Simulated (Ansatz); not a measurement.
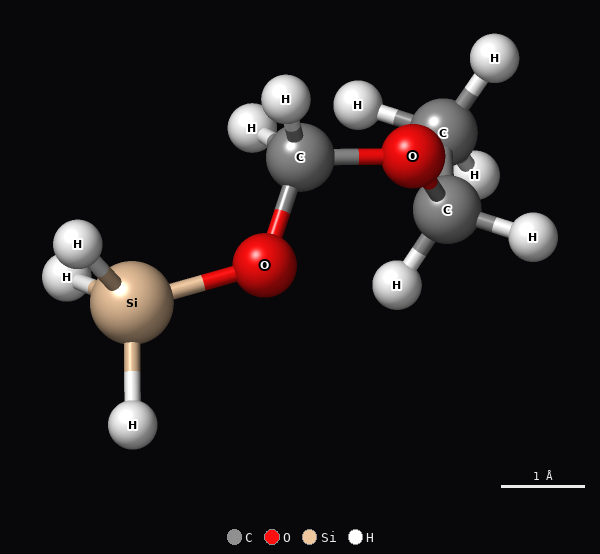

*The input geometry (ball-and-stick view, seen at a tilt).*

Bond lengths as drawn: C–C 1.53 Å, C–H 1.11 to 1.12 Å, C–O 1.39 to 1.43 Å, H–Si 1.50 to 1.51 Å and O–Si 1.68 Å.

**Nudged elastic band of C₃H₁₀O₂Si (part 1 of 2)**

The run: nudged elastic band of C₃H₁₀O₂Si. Method and program: RKS PBE/def2-SVP (Ansatz 0.2.0).

It belongs to a series of runs on one base structure; here: band between the two ends.

### Output
```
Engine: ansatz 0.2.0, aarch64-unknown-linux-gnu
Functional definition: PBE
  parameter kappa = 0.804
  parameter beta = 0.06672455060314922
  exchange = pbe_x(kappa = kappa, mu = beta*pi^2/3)
  correlation = pbe_c(beta = beta)
1536 factors; their error is unknown
mean field evaluation 1: about -15214.5462 eV, gradient 6.8e1 eV
mean field evaluation 2: about -15187.8486 eV, gradient 1.3e2 eV
mean field evaluation 4: about -15224.8378 eV, gradient 9.5e0 eV
mean field evaluation 8: about -15225.0267 eV, gradient 2.0e-1 eV
mean field evaluation 16: about -15224.9416 eV, gradient 2.3e-3 eV
mean field -15224.94157062 eV, -559.5062828843 hartree, gradient 7.0e-5 eV, S^2 0.000000; 0 other end points of the search recorded, 0 dependent functions left out
the calculation of the forces begins
reference -15224.94161248 eV, -559.5062844227 hartree; 29, 29 occupied and 109, 109 virtual orbitals, 1536 factors
1536 factors; their error is unknown
mean field evaluation 32: about -15224.9415 eV, gradient 5.0e-2 eV
mean field -15224.94154528 eV, -559.5062819530 hartree, gradient 7.3e-5 eV, S^2 0.000000; 0 other end points of the search recorded, 0 dependent functions left out
[... from here on the field's lines of each further geometry are left out, up to the last ...]
NEB iter   1: max|band force component| = 1.122e1 eV/Å  barrier→ = 2.1779 eV  barrier← = 2.1779 eV  Δτ_max = 0.1991 Å  (209 SCF iters)
NEB iter   2: max|band force component| = 1.738e0 eV/Å  barrier→ = 0.2199 eV  barrier← = 0.2199 eV  Δτ_max = 0.0563 Å  (150 SCF iters)
NEB iter   3: max|band force component| = 7.204e-1 eV/Å  barrier→ = 0.1472 eV  barrier← = 0.1472 eV  Δτ_max = 0.0518 Å  (155 SCF iters)
NEB iter   4: max|band force component| = 1.179e-1 eV/Å  barrier→ = 0.1394 eV  barrier← = 0.1394 eV  CI = image 3  Δτ_max = 0.1266 Å  (154 SCF iters)
NEB iter   5: max|band force component| = 7.824e-2 eV/Å  barrier→ = 0.1429 eV  barrier← = 0.1429 eV  CI = image 3  Δτ_max = 0.0399 Å  (147 SCF iters)
NEB iter   6: max|band force component| = 5.914e-2 eV/Å  barrier→ = 0.1420 eV  barrier← = 0.1420 eV  CI = image 3  Δτ_max = 0.0583 Å  (152 SCF iters)
NEB iter   7: max|band force component| = 8.897e-2 eV/Å  barrier→ = 0.1415 eV  barrier← = 0.1415 eV  CI = image 3  Δτ_max = 0.0291 Å  (151 SCF iters)
NEB iter   8: max|band force component| = 7.924e-2 eV/Å  barrier→ = 0.1415 eV  barrier← = 0.1414 eV  CI = image 3  Δτ_max = 0.0146 Å  (156 SCF iters)
the calculation of the forces begins
reference -15224.93042095 eV, -559.5058731415 hartree; 29, 29 occupied and 109, 109 virtual orbitals, 1536 factors
1536 factors; their error is unknown
mean field evaluation 512: about -15214.5205 eV, gradient 6.7e1 eV
mean field -15224.80022685 eV, -559.5010885966 hartree, gradient 2.2e-5 eV, S^2 0.000000; 1 other end points of the search recorded, 0 dependent functions left out
the calculation of the forces begins
reference -15224.80026960 eV, -559.5010901677 hartree; 29, 29 occupied and 109, 109 virtual orbitals, 1536 factors
NEB iter   9: max|band force component| = 1.863e-2 eV/Å  barrier→ = 0.1413 eV  barrier← = 0.1413 eV  CI = image 3  Δτ_max = 0.0000 Å  (309 SCF iters)
```

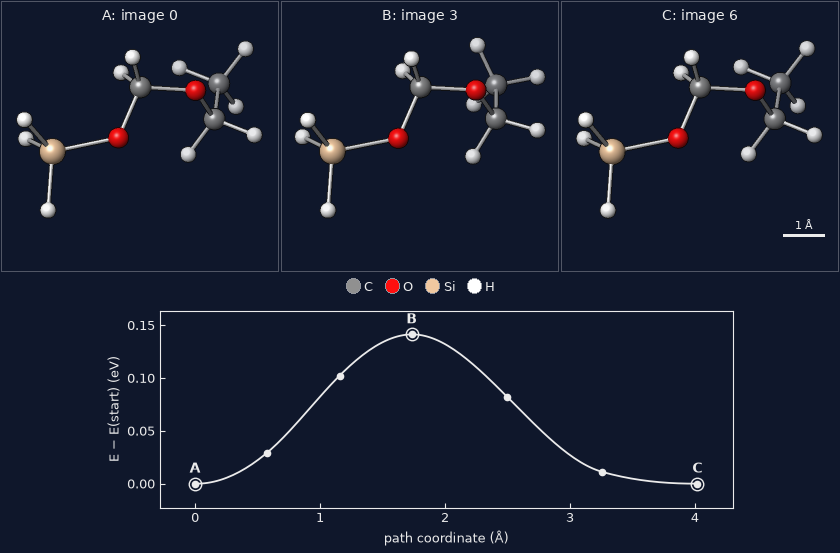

*Images of the last band (counted from 0; ball-and-stick, seen at a tilt) above the energy along the path; the line is a cubic interpolation that uses the forces.*

The highest image is number 3, 0.141 eV above the start and 0.141 eV above the end (the climbing image); start and end have the same energy. The path is 4.02 Å long. The band converged in 9 iterations.

```
Total energy: -15224.80026960 eV, -559.5010901677 hartree
Atom 0 at    -0.136339    -2.460335    -0.281638 Å, force    -0.005579    -0.001131    -0.000499 eV/Å
Atom 1 at     0.140759    -1.481109     0.877618 Å, force     0.005715    -0.000784    -0.004122 eV/Å
Atom 2 at     1.207972    -0.563756     0.603730 Å, force     0.000193     0.007607    -0.000119 eV/Å
Atom 3 at     0.854511     0.512667    -0.193230 Å, force     0.003138    -0.001390    -0.002575 eV/Å
Atom 4 at    -0.020493     1.386166     0.506705 Å, force     0.001730    -0.002723     0.017551 eV/Å
Atom 5 at    -0.682273     2.796538    -0.127232 Å, force    -0.000869    -0.004836    -0.014090 eV/Å
Atom 6 at    -1.189543    -2.432928    -0.624452 Å, force    -0.001794    -0.002620    -0.000809 eV/Å
Atom 7 at     0.506676    -2.212414    -1.150336 Å, force     0.000234     0.002063     0.003154 eV/Å
Atom 8 at     0.097806    -3.506294    -0.001890 Å, force    -0.000366    -0.002411     0.000024 eV/Å
Atom 9 at     0.466333    -2.026135     1.785439 Å, force    -0.002009    -0.000044    -0.000345 eV/Å
Atom 10 at    -0.771521    -0.909630     1.154333 Å, force     0.000062    -0.000995    -0.001413 eV/Å
Atom 11 at     1.807512     1.032492    -0.445211 Å, force     0.001587     0.000981    -0.000552 eV/Å
Atom 12 at     0.360108     0.183173    -1.146854 Å, force    -0.001879     0.001318    -0.000541 eV/Å
Atom 13 at     0.393806     3.783208    -0.506021 Å, force    -0.001193     0.003911     0.005603 eV/Å
Atom 14 at    -1.507120     2.510153    -1.358653 Å, force    -0.002335    -0.002512    -0.000576 eV/Å
Atom 15 at    -1.551095     3.365503     0.951792 Å, force     0.003364     0.003565    -0.000693 eV/Å
Dipole moment:    -0.150210    -0.086284    -0.222274 e Å
this run last wrote the band of iteration 9 to [file]
```

### The last band as extended XYZ (Å, eV, eV/Å)
```
16
Properties=species:S:1:pos:R:3:forces:R:3 image=0 energy=-15224.94157
C    -0.1217   -2.4962   -0.2890    0.0024   0.0024  -0.0009
C     0.0068   -1.4707    0.8328   -0.0022  -0.0038   0.0020
O     1.1302   -0.5993    0.6533   -0.0044   0.0074  -0.0030
C     0.8862    0.5134   -0.1344   -0.0039  -0.0007   0.0087
O     0.0562    1.4392    0.5555    0.0043  -0.0039  -0.0080
Si   -0.6060    2.8228   -0.1368   -0.0002   0.0029  -0.0055
H    -0.9633   -3.1894   -0.0846   -0.0003  -0.0009  -0.0021
H    -0.3187   -2.0163   -1.2700    0.0013  -0.0028   0.0079
H     0.8069   -3.0948   -0.3810   -0.0059   0.0033   0.0013
H     0.1796   -1.9814    1.8028   -0.0011   0.0048  -0.0079
H    -0.9236   -0.8704    0.9449    0.0063  -0.0055  -0.0017
H     1.8831    0.9654   -0.3422    0.0002   0.0015  -0.0017
H     0.4019    0.2414   -1.1109    0.0027   0.0007   0.0032
H     0.4627    3.8108   -0.5337   -0.0057  -0.0052   0.0039
H    -1.4072    2.4793   -1.3701    0.0025  -0.0001   0.0042
H    -1.4957    3.4236    0.9076    0.0041   0.0000  -0.0002
16
Properties=species:S:1:pos:R:3:forces:R:3 image=1 energy=-15224.91204
C    -0.1274   -2.4839   -0.2803   -0.0017  -0.0083   0.0019
C     0.0422   -1.4540    0.8350   -0.0082   0.0136  -0.0110
O     1.1758   -0.6003    0.6282   -0.0014   0.0037   0.0032
C     0.9104    0.5094   -0.1588    0.0067  -0.0044   0.0004
O     0.0757    1.4235    0.5387    0.0063   0.0046   0.0181
Si   -0.6399    2.7944   -0.1229    0.0092   0.0063  -0.0059
H    -1.1349   -2.9449   -0.2381    0.0072  -0.0520   0.0326
H    -0.0245   -2.0127   -1.2792   -0.0519   0.0151  -0.0049
H     0.6264   -3.2925   -0.2111    0.0463   0.0212  -0.0230
H     0.2177   -1.9556    1.8088   -0.0233   0.0034  -0.0036
H    -0.8715   -0.8316    0.9537   -0.0113   0.0044  -0.0143
H     1.8978    0.9747   -0.3804    0.0096  -0.0062   0.0074
H     0.4180    0.2280   -1.1290    0.0046   0.0064   0.0018
H     0.3923    3.8128   -0.5362    0.0026   0.0031  -0.0040
H    -1.4677    2.4471   -1.3372    0.0046  -0.0091   0.0033
H    -1.5133    3.3628    0.9530    0.0008  -0.0017  -0.0020
16
Properties=species:S:1:pos:R:3:forces:R:3 image=2 energy=-15224.83931
C    -0.1324   -2.4732   -0.2785   -0.0099  -0.0135  -0.0060
C     0.0913   -1.4644    0.8580    0.0024   0.0185  -0.0063
O     1.1991   -0.5852    0.6164   -0.0039   0.0075   0.0019
C     0.8869    0.5079   -0.1768    0.0160  -0.0077  -0.0021
O     0.0280    1.3997    0.5198    0.0049   0.0086   0.0214
Si   -0.6607    2.7923   -0.1253   -0.0050  -0.0051  -0.0042
H    -1.2093   -2.6858   -0.4302   -0.0078  -0.0564   0.0383
H     0.2608   -2.0757   -1.2362   -0.0511   0.0315  -0.0128
H     0.3813   -3.4360   -0.0912    0.0606   0.0095  -0.0179
H     0.3331   -1.9842    1.8068   -0.0301   0.0069   0.0007
H    -0.8195   -0.8568    1.0474   -0.0137   0.0087  -0.0209
H     1.8555    1.0042   -0.4143    0.0126  -0.0071   0.0066
H     0.3941    0.2001   -1.1389    0.0054   0.0047   0.0025
H     0.3936    3.7970   -0.5165    0.0005   0.0015  -0.0017
H    -1.4898    2.4804   -1.3480    0.0108  -0.0092  -0.0033
H    -1.5349    3.3570    0.9519    0.0084   0.0015   0.0038
16
Properties=species:S:1:pos:R:3:forces:R:3 image=3 energy=-15224.80023
C    -0.1363   -2.4603   -0.2816   -0.0056  -0.0011  -0.0005
C     0.1408   -1.4811    0.8776    0.0057  -0.0008  -0.0041
O     1.2080   -0.5638    0.6037    0.0002   0.0076  -0.0001
C     0.8545    0.5127   -0.1932    0.0031  -0.0014  -0.0026
O    -0.0205    1.3862    0.5067    0.0017  -0.0027   0.0176
Si   -0.6823    2.7965   -0.1272   -0.0009  -0.0048  -0.0141
H    -1.1895   -2.4329   -0.6245   -0.0018  -0.0026  -0.0008
H     0.5067   -2.2124   -1.1503    0.0002   0.0021   0.0032
H     0.0978   -3.5063   -0.0019   -0.0004  -0.0024   0.0000
H     0.4663   -2.0261    1.7854   -0.0020   0.0000  -0.0003
H    -0.7715   -0.9096    1.1543    0.0001  -0.0010  -0.0014
H     1.8075    1.0325   -0.4452    0.0016   0.0010  -0.0006
H     0.3601    0.1832   -1.1469   -0.0019   0.0013  -0.0005
H     0.3938    3.7832   -0.5060   -0.0012   0.0039   0.0056
H    -1.5071    2.5102   -1.3587   -0.0023  -0.0025  -0.0006
H    -1.5511    3.3655    0.9518    0.0034   0.0036  -0.0007
16
Properties=species:S:1:pos:R:3:forces:R:3 image=4 energy=-15224.85916
C    -0.1402   -2.4353   -0.2845    0.0042   0.0021   0.0015
C     0.1765   -1.5069    0.8979    0.0076   0.0006   0.0034
O     1.1981   -0.5440    0.6150    0.0021   0.0058  -0.0072
C     0.8200    0.5128   -0.1951   -0.0074  -0.0024  -0.0012
O    -0.0840    1.3694    0.4895   -0.0069   0.0058  -0.0019
Si   -0.6879    2.8052   -0.1467   -0.0081  -0.0103  -0.0088
H    -1.0226   -2.1164   -0.8733    0.0267   0.0536  -0.0375
H     0.7324   -2.4834   -0.9667    0.0386  -0.0443   0.0274
H    -0.3346   -3.4677    0.0678   -0.0681   0.0024   0.0109
H     0.5802   -2.0891    1.7495    0.0263  -0.0117  -0.0086
H    -0.7388   -0.9888    1.2608    0.0103  -0.0145   0.0218
H     1.7622    1.0548   -0.4436   -0.0097   0.0069  -0.0061
H     0.3437    0.1617   -1.1491   -0.0082  -0.0021  -0.0018
H     0.4282    3.7626   -0.4839   -0.0019   0.0011   0.0097
H    -1.4830    2.5551   -1.4049   -0.0070   0.0028  -0.0029
H    -1.5730    3.3873    0.9116    0.0016   0.0042   0.0013
```
